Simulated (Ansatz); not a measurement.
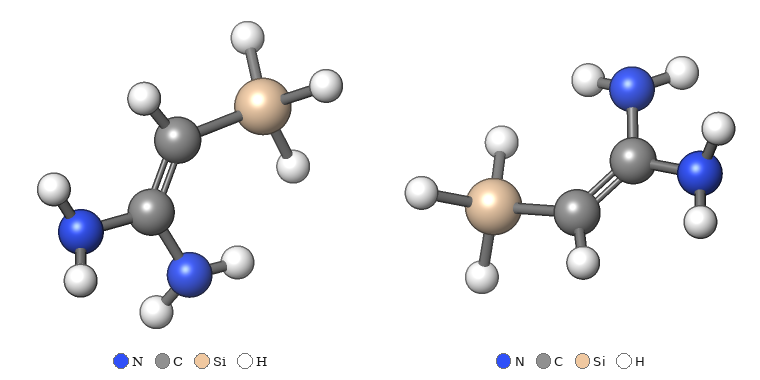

Two views of one molecule.

The computed structure is the end point of a PBE0-D4/def2-TZVP optimisation. No frequency run is at hand to confirm it as a minimum.

Identify the structure.

Formula C2H8N2Si. As SMILES it reads `NC(N)=C[SiH3]`. It has no ring. Among its groups: alkene, Si–H bond. This geometry has C1 symmetry. Coordination, clear cases only: 2 C trigonal planar; 1 Si tetrahedral.

More results for the same structure follow; atom numbers are the same in all pictures, views and colours differ.

Dipole moment

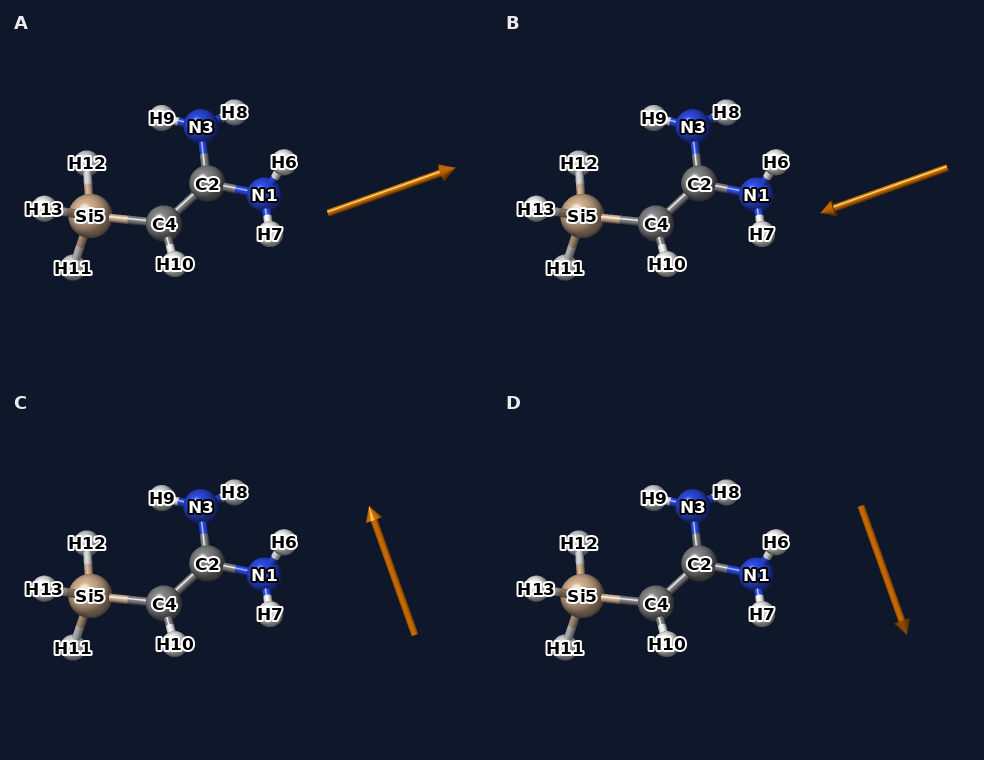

The same molecule four times, each with an arrow. No frequency run is at hand to confirm it as a minimum. Properties computed with RKS B3LYP-D4/def2-TZVPP (Ansatz 0.2.0).

**Which arrow points along the dipole moment, from the negative to the positive end?**

A. The dipole moment is 2.64 D; it points from the side of H11, H13 to the side of H6 (the outermost atoms at the two ends).

Electronic properties

No frequency run is at hand to confirm it as a minimum. Properties computed with RKS ωB97X-V/def2-TZVPP (Ansatz 0.2.0).

What does the calculation give?

- HOMO energy (Kohn–Sham orbital): −8.18 eV
- LUMO energy (Kohn–Sham orbital): 2.60 eV
- HOMO–LUMO gap: 10.78 eV

Charges

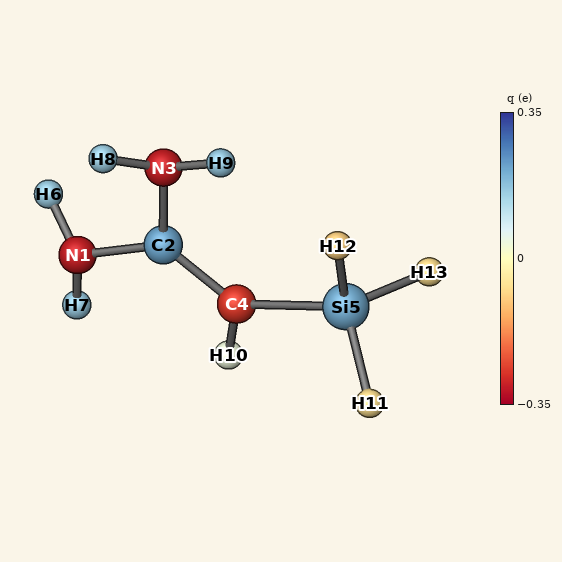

Atoms are coloured by their Mulliken charges. No frequency run is at hand to confirm it as a minimum. Method: RKS PBE-D4/def2-TZVPP (Ansatz 0.2.0).

List the Mulliken charges.

```
atom  value (e)
  N1      −0.30
  C2       0.21
  N3      −0.30
  C4      −0.27
 Si5       0.21
  H6       0.16
  H7       0.16
  H8       0.16
  H9       0.16
 H10       0.04
 H11      −0.07
 H12      −0.09
 H13      −0.07
```

Mulliken values depend strongly on the basis set and can even reverse the polarity of a bond.
